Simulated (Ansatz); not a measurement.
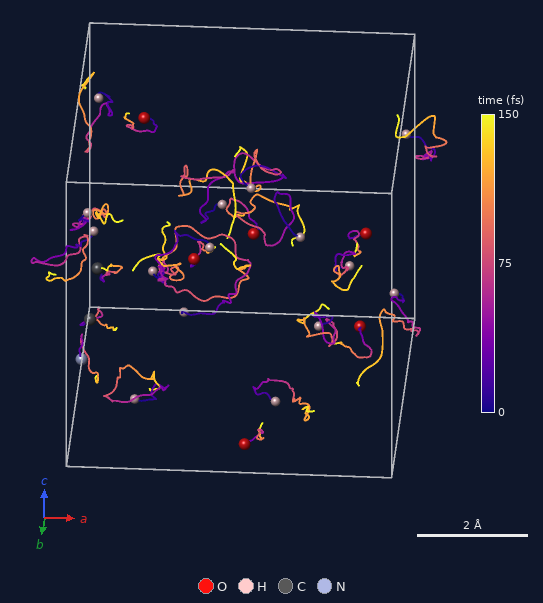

Molecular dynamics of a periodic cell with 6 H2O + 1 CH3CN at 1.159 g/cm³, 150 fs long. Lines trace each atom's path, coloured by time; spheres stand at the starting positions. Seen from a free direction in the simulation cell.

Computed with Ansatz 0.2.0, DFT PBE-D3(BJ), scalar-relativistic, plane waves, PAW. Set-up: plane-wave cutoff 420 eV; k-point mesh 1 × 1 × 1; Fermi-Dirac smearing 0.02 eV; low-accuracy preset; Langevin thermostat (NVT); set temperature 1000 K; time step 0.5 fs; friction 0.02 per fs.

**What do the traces tell about the motion?**

In the second half of the run the atoms are, in the root-mean-square, this far from where they began (common drift taken out): H 0.79 Å, N 0.45 Å, O 0.44 Å, C 0.34 Å. The heavy atoms stay within a fraction of a molecule's size of their starting places, while the hydrogen atoms travel further, as molecules turn; so short a run doesn't tell a liquid from a solid. Bond changes: one H–O bond forms at about 88 fs; one H–O bond breaks at about 103 fs. The mean temperature in the second half is 976 K (standard deviation 122 K). The potential energy is still drifting at the end, so the run hasn't reached equilibrium. The potential energy in the second half lies on average 128 meV per atom above the first frame.

Limits of the set-up: the program's low-accuracy preset was used; the periodic images lie only 6.0 Å apart, so the values are limited by the cell's size.
